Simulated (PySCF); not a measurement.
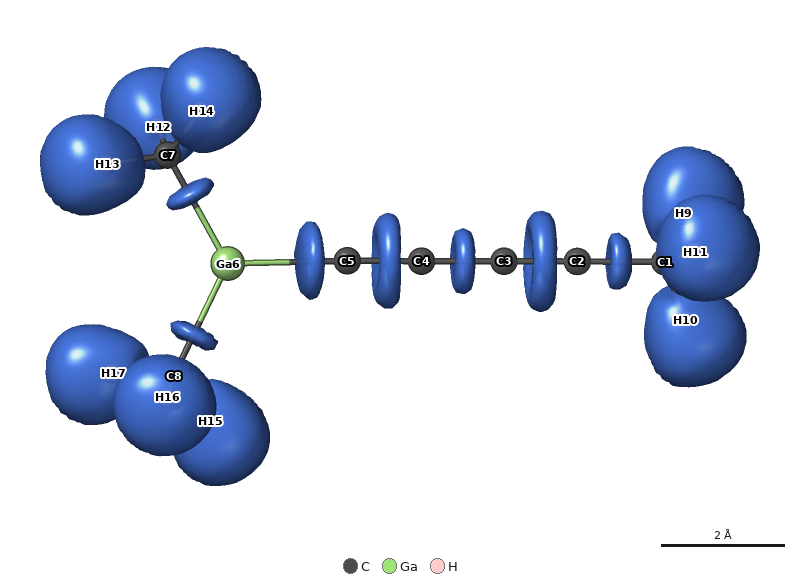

Figure 1: C7H9Ga (SMILES CC#CC#[C][Ga]([CH3])[CH3]). Isosurface of the electron localisation function at 0.85 (blue), seen across its widest extent. Only the valence region is drawn (cores and ρ < 0.01 e/Å³ removed).

Geometry: GFN2-xTB.

Theory: wB97X-D/def2-SVPD, SCF density, gas phase (PySCF 2.14.0).

```yaml
atoms:
  - { symbol: C, position_ang: [4.9932, -0.6442, 0.1736] }
  - { symbol: C, position_ang: [3.5655, -0.4455, 0.1815] }
  - { symbol: C, position_ang: [2.3688, -0.2793, 0.1866] }
  - { symbol: C, position_ang: [1.0222, -0.0959, 0.1923] }
  - { symbol: C, position_ang: [-0.1874, 0.0748, 0.1978] }
  - { symbol: Ga, position_ang: [-2.1437, 0.2911, 0.1943] }
  - { symbol: C, position_ang: [-2.8978, 2.1594, -0.0896] }
  - { symbol: C, position_ang: [-3.2568, -1.3886, 0.4753] }
  - { symbol: H, position_ang: [5.4498, -0.0435, -0.6139] }
  - { symbol: H, position_ang: [5.2244, -1.6950, -0.0053] }
  - { symbol: H, position_ang: [5.4180, -0.3480, 1.1335] }
  - { symbol: H, position_ang: [-2.8960, 2.4245, -1.1508] }
  - { symbol: H, position_ang: [-3.9313, 2.2111, 0.2654] }
  - { symbol: H, position_ang: [-2.3117, 2.9159, 0.4386] }
  - { symbol: H, position_ang: [-2.7208, -2.2846, 0.1518] }
  - { symbol: H, position_ang: [-3.5065, -1.5153, 1.5326] }
  - { symbol: H, position_ang: [-4.1969, -1.3247, -0.0803] }
```

### Describe the localisation domains.

The ELF exceeds this value in four regions between bonded C–C atoms (shared pairs), nine regions around hydrogen nuclei and three lobes of the valence shell of C pointing towards Ga (polar bonds). Along the contacts the grid gives the following. C–C (1.21 Å): the ELF peaks at about 0.85 between the atoms: a short, multiple covalent bond. C–Ga (1.97 Å): the ELF peaks at about 0.95 in the valence shell of C, 0.7 Å from its nucleus, and is about 0.50 at the midpoint.
